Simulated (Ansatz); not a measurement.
```
Cd Ga Bi
1.0
    -6.12195    0.00000    0.00000
     0.00000    6.12195    0.00000
     0.00000    0.00000  -12.38954
Cd Ga Bi
2 4 8
Cartesian
  -3.0610 3.0610 -6.1948
  0.0000 0.0000 0.0000
  -3.0610 0.0000 -3.0974
  0.0000 3.0610 -9.2922
  0.0000 0.0000 -6.1948
  -3.0610 3.0610 0.0000
  -4.2434 1.3117 -10.4856
  -1.1825 4.3727 -4.2909
  -1.7492 1.1825 -8.0987
  -4.8102 4.2434 -1.9039
  -4.9395 1.7492 -4.2909
  -1.8785 4.8102 -10.4856
  -4.3727 4.9395 -8.0987
  -1.3117 1.8785 -1.9039
```

Space group I-4; built by placing these elements on a known structure type.

Method: DFT, PAW plane waves, PBE in Ansatz 0.2.0.

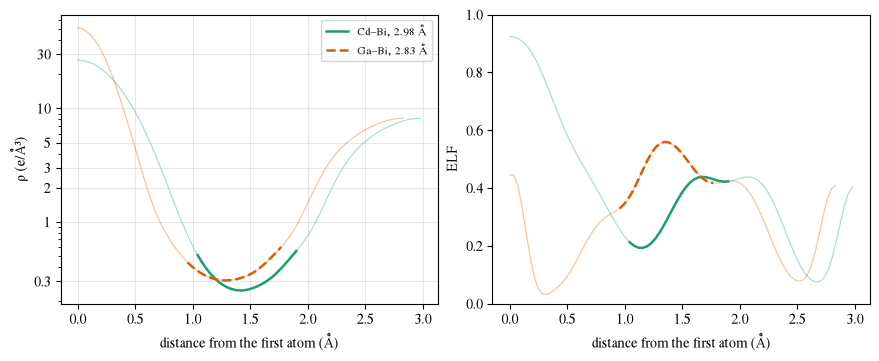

CdGa₂Bi₄. Valence electron density and ELF along straight lines between neighbouring atoms. Thin, pale parts lie inside the atomic spheres.

The density is the valence pseudo-density of a PAW calculation; it isn't the true density close to the nuclei.

> What can be read from the curves?

Cd–Bi (2.98 Å): ρ is about 0.25 e/Å³ halfway; the ELF is about 0.40 at the midpoint (no shared electron pair shows on this line).
Ga–Bi (2.83 Å): ρ at the midpoint is about 0.32 e/Å³; the ELF reaches about 0.55 near the midpoint.
